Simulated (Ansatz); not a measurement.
```json
{"atom": "Al", "x (Å)": "-0.6964", "y (Å)": "0.9681", "z (Å)": "-0.8742"}
{"atom": "H", "x (Å)": "-1.4384", "y (Å)": "1.9951", "z (Å)": "-1.7999"}
{"atom": "H", "x (Å)": "-0.8622", "y (Å)": "1.1914", "z (Å)": "0.8911"}
{"atom": "H", "x (Å)": "0.9559", "y (Å)": "1.3939", "z (Å)": "-0.3401"}
{"atom": "Al", "x (Å)": "0.7501", "y (Å)": "0.4772", "z (Å)": "1.1814"}
{"atom": "H", "x (Å)": "1.5321", "y (Å)": "-0.7656", "z (Å)": "0.1650"}
{"atom": "H", "x (Å)": "1.5434", "y (Å)": "0.9836", "z (Å)": "2.4369"}
{"atom": "H", "x (Å)": "-0.2851", "y (Å)": "-0.9660", "z (Å)": "1.3980"}
{"atom": "Al", "x (Å)": "-0.0538", "y (Å)": "-1.4454", "z (Å)": "-0.3073"}
{"atom": "H", "x (Å)": "-0.1048", "y (Å)": "-2.9787", "z (Å)": "-0.6367"}
{"atom": "H", "x (Å)": "-1.5798", "y (Å)": "-0.5268", "z (Å)": "-0.4418"}
{"atom": "H", "x (Å)": "0.2389", "y (Å)": "-0.3271", "z (Å)": "-1.6724"}
```

Geometry: r2SCAN-D4/def2-SVP.

These are results of RKS PBE0-D4/def2-TZVP in Ansatz 0.2.0, not measurements.

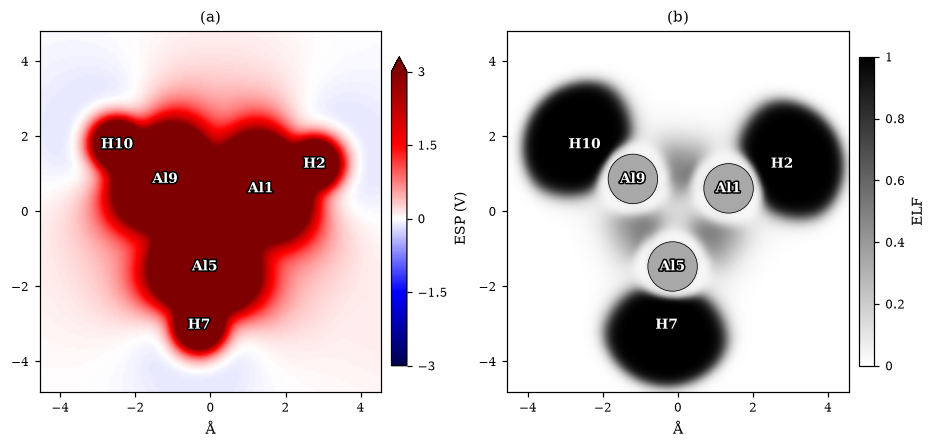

Al3H9. (a) molecular electrostatic potential; (b) ELF on the plane of atoms H2, Al1 and Al9. Grey discs cover the atomic cores in the ELF map.

Question: Describe what can be read from this map.

Answer: The plane passes through Al and H nuclei.
Al–Al (2.56 Å): the ELF is about 0.40 at the midpoint.
Al–H (1.57 Å): the ELF climbs to about 1 towards the hydrogen.
The potential has no marked negative region in this plane.
